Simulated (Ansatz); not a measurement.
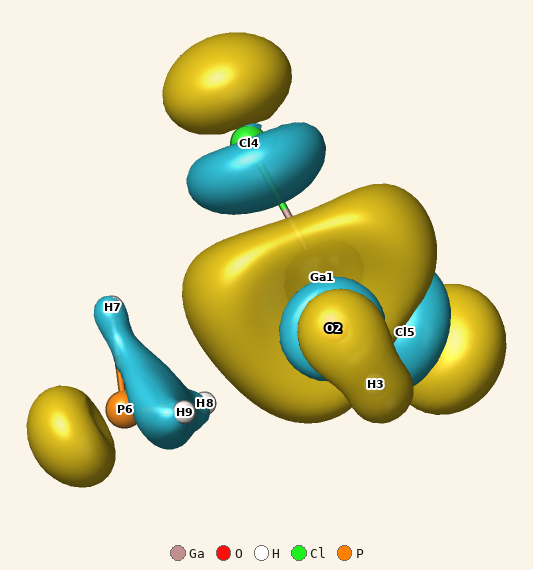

*Cl$_{2}$GaHO···PH$_{3}$. One frontier orbital at ±0.08 Å⁻³ᐟ² (yellow and cyan are the two phases), seen at a tilt.*

Computed with RKS r2SCAN/def2-SVP in Ansatz.

The calculation's input:

```
crystal:
  periodic: [false, false, false]
  atoms:
    - { symbol: Ga, position_ang: [0.110147, -0.150754, 0.106914] }
    - { symbol: O, position_ang: [-0.149249, -0.428922, 1.850309] }
    - { symbol: H, position_ang: [-1.084643, -0.381279, 2.096372] }
    - { symbol: Cl, position_ang: [2.047897, -0.484014, -0.695491] }
    - { symbol: Cl, position_ang: [-1.542071, 0.27056, -1.180962] }
    - { symbol: P, position_ang: [0.771629, 3.001868, 1.438543] }
    - { symbol: H, position_ang: [1.95869, 2.474322, 0.831219] }
    - { symbol: H, position_ang: [-0.006071, 2.856418, 0.236912] }
    - { symbol: H, position_ang: [0.375772, 1.725902, 1.943984] }
basis:
  gaussian: { orbitals: def2-SVP }
hamiltonian:
  xc: r2scan
relax:
  f_tol: 0.03
  max_steps: 50
output:
  orbitals: {}
```

Run with:

```sh
ansatz run input.yaml --threads 4 --pin off --max-ram 5120MiB --backend cpu --events-out ev --progress --plain --runs-dir out
```

The fields are those of the run's last geometry, not of the input's.

### Which orbital is it: HOMO or LUMO?

The LUMO, at −2.10 eV. Its weight (Hirshfeld) is mainly on Ga1 (about 40 %), Cl5 (about 20 %), Cl4 (about 15 %), O2 (about 10 %) and P6 (about 5 %).
